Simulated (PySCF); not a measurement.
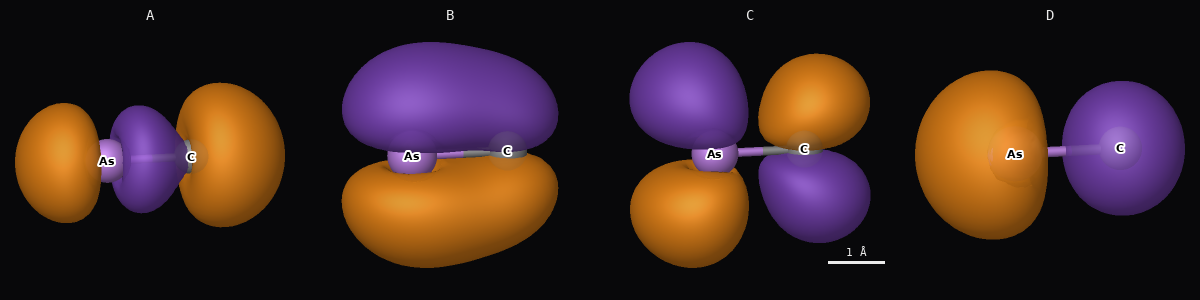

The picture shows: AsC (doublet). Four frontier β-spin orbitals, each drawn at the value that holds 80 % of its norm (orange and purple are the two phases), in no order; of a degenerate pair one member is drawn.

⟨S²⟩ = 0.83, above the pure value of 0.75.

Computed with PBE0/x2c-TZVPPall, spin-free X2C-1e, Gaussian nucleus, at a bond length of 1.666 Å (PySCF 2.14.0).

Question: Label each orbital by symmetry, say whether it is occupied, and order them by energy.

Answer: Orbital D: σ, occupied in this spin, −12.04 eV; shared between the atoms (As 65 %, C 35 %).
Orbital B: π, occupied in this spin, −7.76 eV; bonding, with no node between the atoms.
Orbital A: σ, empty in this spin, −4.37 eV; shared between the atoms (As 30 %, C 70 %).
Orbital C: π, empty in this spin, −1.42 eV; antibonding, with a node between the atoms.
